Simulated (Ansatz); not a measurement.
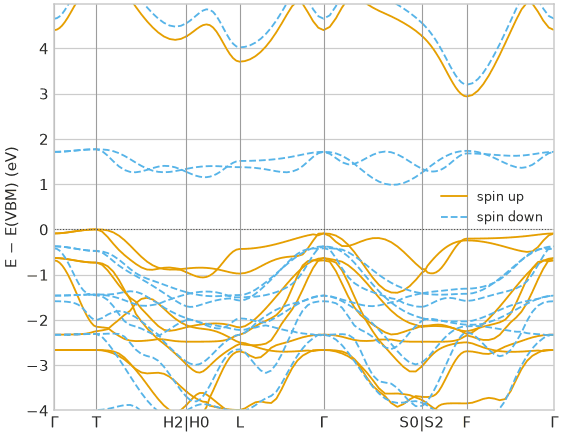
Figure. Band structure from DFT-r²SCAN+D4 in the program Ansatz with PAW potentials

Q: Read off the gap and where the band edges lie.

A: About 1.0 eV (0.98 eV by a search for the band edges); maximum at T, minimum on the Γ–S0 line, 71 % of the way from Γ.

Q: Pick the material that matches.
A. SnGe4Te4Se, R3m (Pearson symbol hR10)
B. Ge2Sb2Te5, R-3m (Pearson symbol hR9)
C. NiI2, R-3m (Ni on 3a, I on 6c)
D. CrI3, R-3 (Cr on 6c, I on 18f)

A: C, NiI2, R-3m (Ni on 3a, I on 6c)

The workflow started from an entry of the Crystallography Open Database (COD). Whether it is the stable phase at ambient conditions was not checked. The cell was relaxed with r²SCAN+D4 under the symmetry of its start; its stability against distortions is not shown here. Spin order of the final state: ferromagnetic, the only order run, not a proven ground state. The cell computed holds one magnetic atom, so no antiferromagnetic order was within reach. Other orbital occupations within this spin state were not tried. No Hubbard U is applied. Scalar-relativistic: spin–orbit coupling is off unless named, which matters more the heavier the elements.

Potentials: the later of the program's two PAW sets.
